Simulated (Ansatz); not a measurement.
**Ligand exchange: SiH(CH3)(SiH3)F + C2H9NSi → SiH(SiH3)2F + C3H9N**

Gas-phase species: SiH(CH3)(SiH3)F, singlet; C2H9NSi `CCN[SiH3]`, singlet; SiH(SiH3)2F, singlet; C3H9N (ethylmethylamine) `CCNC`, singlet. The partners trade CH3 for SiH3: Si–CH3 and N–SiH3 bonds give way to Si–SiH3 and N–CH3.

Shapes, held fixed at every level: PBE0-D4/def2-TZVP. Flexible molecules stand in one conformer, not always the lowest. Programs: Ansatz 0.2.0. The zero-point and thermal change to 298 K, harmonic and unscaled (PBE0-D4/def2-TZVP), is +3.9 kJ/mol.

| level | kind | ΔH(298 K) (kJ/mol) | less CCSD(T)/CBS estimate |
| --- | --- | --- | --- |
| PBE-D4/def2-TZVPP | GGA | +106.5 | -20.8 |
| BHLYP-D4/def2-TZVPP | global hybrid | +129.8 | +2.5 |
| r2SCAN0-D4/def2-TZVPP | global hybrid | +125.4 | -1.9 |
| wB97X-V/def2-TZVPP | range-separated hybrid | +122.0 | -5.3 |
| MP2/def2-TZVPP | perturbation theory | +136.9 | +9.6 |
| CCSD(T)/def2-TZVPP | coupled cluster or CI | +125.4 | -1.9 |
| CCSD/def2-TZVPP | coupled cluster or CI | +127.0 | -0.3 |
| CCSD(T)/CBS estimate | coupled cluster or CI | +127.3 | 0.0 |

The highest level, CCSD(T)/CBS estimate, gives ΔH(298 K) = +127.3 kJ/mol; the levels span +106.5 to +136.9. The column of differences is taken from that level and isn't an error. No measured value is set beside it here. The CBS estimate extrapolates MP2 from def2-TZVPP and def2-QZVPP and adds CCSD(T) − MP2 in the triple-zeta set, cores frozen.

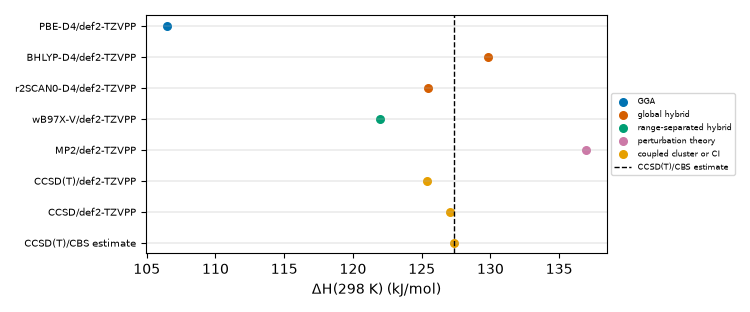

The values of the table, level by level.
